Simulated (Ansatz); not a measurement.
**Effect of H interstitial (started 2.35 Å from the nearest host atom), symmetric start on TiS2**

The parent structure is a 24-atom supercell of TiS$_{2}$ in the CdI2 type structure (space group P-3m1, No. 164; a = 3.3605 Å, c = 5.5229 Å; layered, stacked along the Cartesian z axis) at its relaxed geometry.

Perturbation: one H atom is added in an open site, starting 2.35 Å from the nearest host atom, atoms relaxed at fixed cell.

Computed with PBE-D3(BJ), PAW, 420 eV (Ansatz, an electronic-structure program; no spin-orbit coupling), earlier PAW set. k-mesh 6×6×6 (Γ-centred); smearing 0.05 eV (Fermi–Dirac).

The pressure goes from zero to -0.5 GPa.

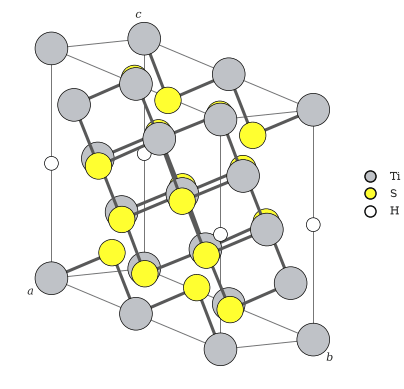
Figure: The relaxed cell after the change

Cost of the whole job for the changed cell (relaxation, final SCF and bands): about 28 core-minutes (a rough figure).

In so small a cell the defect repeats every few ångströms: this is an ordered compound, not a dilute defect. The defect started on the symmetric site and kept its symmetry, so it may sit on a saddle. All final runs are without spin polarisation. The defect cell is not spin-polarised.
